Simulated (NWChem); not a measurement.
# quartet C2H3O2: levels of theory compared

Wanted: a comparison of 3 runs (U-r2SCAN/aug-cc-pVDZ, U-revPBE/aug-cc-pVDZ, UTPSS/aug-cc-pVDZ) of quartet C2H3O2. 

Program for the calculation: NWChem 7.3.0.

## Step 1: The system as given

C2H3O2: 7 atoms, total charge 0, spin state quartet. As SMILES of the parent species, `CC([O])=O`. The shape is that of a PBE0-D4/def2-TZVP optimisation. That shape belongs to the parent species and isn't relaxed for this state.

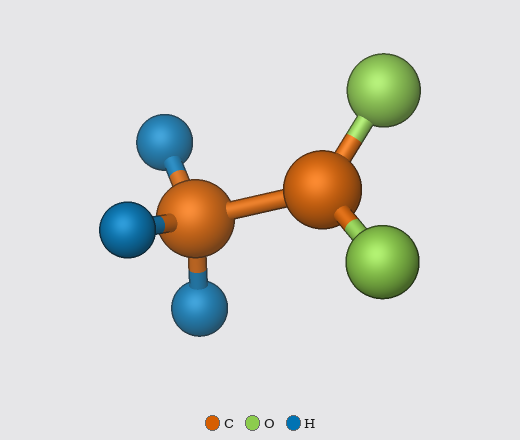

The structure, seen from a chosen angle (carbon orange, oxygen green, hydrogen blue).

## Step 2: The energy at U-r2SCAN/aug-cc-pVDZ (run 1)

nw.nw

```
start nw
memory stack 880 mb heap 220 mb global 1100 mb

geometry units angstroms noautosym nocenter noautoz
 C    -0.205800    0.612400   -0.181600
 C     0.251400   -0.748200    0.190400
 O     1.053300   -0.992800    1.119400
 O    -0.108400   -1.799900   -0.380000
 H    -0.923800    0.559300   -0.999400
 H    -0.661900    1.090200    0.687400
 H     0.656400    1.210900   -0.481900
end

basis "ao basis" spherical bse
 * library aug-cc-pVDZ
end

dft
 xc r2scan
 mult 4
 grid fine
 convergence energy 1e-08
 iterations 100
 mulliken
end

task dft
```

The run is started by

```sh
$ nwchem nw.nw > nw.out
```

Log:

```text
[...]
          Wavefunction type:  spin polarized.
          No. of atoms     :     7
          No. of electrons :    31
[...]
          Charge           :     0
          Spin multiplicity:     4
[...]
          AO basis - number of functions:   119
[...]
              XC Information
              --------------
                      r^2SCAN Method XC Functional
               r^2SCAN metaGGA Exchange Functional  1.000
                     r^2SCAN Correlation Potential  1.000
[...]
 d= 0,ls=0.0,diis     1   -227.8747795864 -3.42D+02  1.33D-01  3.16D-01     4.4
[...]
 d= 0,ls=0.0,diis    13   -228.1280245368 -5.57D-09  2.44D-07  4.54D-10    48.5
[...]
         Total DFT energy =     -228.128024536771
      One electron energy =     -535.711231559088
           Coulomb energy =      222.865549845053
    Exchange-Corr. energy =      -29.034237273409
 Nuclear repulsion energy =      113.751894450673
[...]
      Total Density - Mulliken Population Analysis
     ---------------------------------------------
    Atom       Charge   Shell Charges
 -----------   ------   -------------------------------------------------------
    1 C    6     5.55   2.02  0.67  0.23  0.12  2.10  0.43 -0.01  0.06 -0.07
    2 C    6     5.50   2.02  0.64  0.42 -0.17  2.19  0.18 -0.01  0.20  0.04
    3 O    8     8.40   2.01  0.87  1.05  0.17  2.74  1.45  0.07  0.02  0.02
    4 O    8     8.33   2.01  0.87  1.04  0.14  2.74  1.44  0.05  0.02  0.03
    5 H    1     1.09   0.76  0.33  0.00  0.03 -0.03
    6 H    1     1.06   0.76  0.28  0.01  0.03 -0.03
    7 H    1     1.06   0.76  0.28  0.02  0.03 -0.03
[...]
      <S2> =      3.7614 (Exact =     3.7500)
[...]
```

It took 49 s on 1 thread of Intel Xeon 6975P-C (Granite Rapids), shared host; peak memory 0.11 GiB.

## Step 3: A single-point energy at U-revPBE/aug-cc-pVDZ (run 2)

c2h3o2.nw

```
START c2h3o2
memory total 2200 mb

GEOMETRY units angstroms noautosym nocenter noautoz
C    -0.205800    0.612400   -0.181600
C     0.251400   -0.748200    0.190400
O     1.053300   -0.992800    1.119400
O    -0.108400   -1.799900   -0.380000
H    -0.923800    0.559300   -0.999400
H    -0.661900    1.090200    0.687400
H     0.656400    1.210900   -0.481900
END

BASIS spherical bse
* library aug-cc-pVDZ
END

DFT
xc revpbe cpbe96
mult 4
grid fine
convergence energy 1e-08
maxiter 100
mulliken
END

TASK dft energy
```

The run is started by

```sh
$ nwchem c2h3o2.nw > c2h3o2.out
```

Log:

```text
[...]
          Wavefunction type:  spin polarized.
          No. of atoms     :     7
          No. of electrons :    31
[...]
          Charge           :     0
          Spin multiplicity:     4
[...]
          AO basis - number of functions:   119
[...]
              XC Information
              --------------
                        RevPBE Exchange Functional  1.000
            Perdew 1991 LDA Correlation Functional  1.000 local
           PerdewBurkeErnz. Correlation Functional  1.000 non-local
[...]
 d= 0,ls=0.0,diis     1   -227.9316024149 -3.42D+02  1.33D-01  3.42D-01     3.8
[...]
 d= 0,ls=0.5,diis    49   -228.1801300083 -7.84D-09  5.50D-07  1.68D-07   156.0
[...]
         Total DFT energy =     -228.180130028031
      One electron energy =     -535.586399152184
           Coulomb energy =      222.693686448394
    Exchange-Corr. energy =      -29.039311774914
 Nuclear repulsion energy =      113.751894450673
[...]
      Total Density - Mulliken Population Analysis
     ---------------------------------------------
    Atom       Charge   Shell Charges
 -----------   ------   -------------------------------------------------------
    1 C    6     5.53   2.02  0.65  0.25  0.17  2.15  0.31  0.00  0.05 -0.08
    2 C    6     5.43   2.03  0.63  0.36 -0.19  2.22  0.20 -0.02  0.21 -0.00
    3 O    8     8.34   2.01  0.88  1.07  0.18  2.72  1.36  0.08  0.02  0.03
    4 O    8     8.26   2.01  0.88  1.06  0.15  2.72  1.34  0.05  0.02  0.03
    5 H    1     1.16   0.78  0.39  0.00  0.03 -0.03
    6 H    1     1.13   0.78  0.34  0.02  0.03 -0.02
    7 H    1     1.14   0.78  0.33  0.02  0.03 -0.02
[...]
      <S2> =      3.7583 (Exact =     3.7500)
[...]
```

It took 2.7 min on 1 thread of Intel Xeon 6975P-C (Granite Rapids), shared host; peak memory 0.11 GiB.

## Step 4: The energy at UTPSS/aug-cc-pVDZ (run 3)

sp.nw

```
start sp
memory total 2200 mb
geometry units atomic noautosym nocenter noautoz
  C   -0.38890564   1.15726828  -0.34317426
  C    0.47507715  -1.41389309   0.35980385
  O    1.99044853  -1.87612010   2.11535942
  O   -0.20484631  -3.40131805  -0.71809593
  H   -1.74572899   1.05692382  -1.88859229
  H   -1.25080972   2.06017942   1.29899774
  H    1.24041623   2.28826936  -0.91065902
end
basis spherical bse
  C library aug-cc-pVDZ
  O library aug-cc-pVDZ
  H library aug-cc-pVDZ
end
dft
  xc xtpss03 ctpss03
  mult 4
  grid fine
  convergence energy 1e-08
  maxiter 100
  mulliken
  print medium
end
task dft energy
```

The run is started by

```sh
$ nwchem sp.nw > sp.out
```

Log:

```text
[...]
          Wavefunction type:  spin polarized.
          No. of atoms     :     7
          No. of electrons :    31
[...]
          Charge           :     0
          Spin multiplicity:     4
[...]
          AO basis - number of functions:   119
[...]
              XC Information
              --------------
                  TPSS metaGGA Exchange Functional  1.000
             TPSS03 metaGGA Correlation Functional  1.000
[...]
 d= 0,ls=0.0,diis     1   -228.0250059479 -3.42D+02  1.33D-01  3.18D-01     4.2
[...]
 d= 0,ls=0.5,diis    39   -228.2763183938 -8.11D-09  5.65D-06  6.11D-09   147.5
[...]
         Total DFT energy =     -228.276318399953
      One electron energy =     -535.709900956689
           Coulomb energy =      222.867104245120
    Exchange-Corr. energy =      -29.185407981510
 Nuclear repulsion energy =      113.751886293126
[...]
      Total Density - Mulliken Population Analysis
     ---------------------------------------------
    Atom       Charge   Shell Charges
 -----------   ------   -------------------------------------------------------
    1 C    6     5.54   2.02  0.67  0.22  0.14  2.12  0.38 -0.01  0.06 -0.07
    2 C    6     5.43   2.02  0.65  0.40 -0.17  2.22  0.13 -0.02  0.20  0.01
    3 O    8     8.39   2.01  0.88  1.07  0.17  2.74  1.41  0.08  0.02  0.03
    4 O    8     8.33   2.01  0.88  1.06  0.14  2.74  1.40  0.06  0.02  0.03
    5 H    1     1.11   0.77  0.34  0.00  0.03 -0.03
    6 H    1     1.09   0.78  0.29  0.02  0.03 -0.02
    7 H    1     1.10   0.78  0.29  0.02  0.03 -0.02
[...]
      <S2> =      3.7564 (Exact =     3.7500)
[...]
```

It took 2.5 min on 1 thread of Intel Xeon 6975P-C (Granite Rapids), shared host; peak memory 0.12 GiB.

## Step 5: The series

| run | level | energy (Eh) | dipole moment (D) | HOMO energy (eV) | ⟨S²⟩ | wall time |
| --- | --- | --- | --- | --- | --- | --- |
| 1 | U-r2SCAN/aug-cc-pVDZ | -228.128025 | 2.00 | -1.99 | 3.761 | 49 s |
| 2 | U-revPBE/aug-cc-pVDZ | -228.180130 | 1.03 | -2.03 | 3.758 | 2.7 min |
| 3 | UTPSS/aug-cc-pVDZ | -228.276318 | 1.96 | -1.80 | 3.756 | 2.5 min |

## Step 6: Outcome

```
                                 quantity          value
                      run 3: total energy  -228.27632 Eh
                     run 3: dipole moment         1.96 D
run 3: HOMO energy (highest over α and β)       -1.80 eV
                              run 3: ⟨S²⟩          3.756
```

**Reading.** The dipole moment (its size) runs from 1.03 D (U-revPBE/aug-cc-pVDZ) to 2.00 D (U-r2SCAN/aug-cc-pVDZ). Totals of different functionals can't be ranked against each other. All runs together took 6 min, the longest 2.7 min.
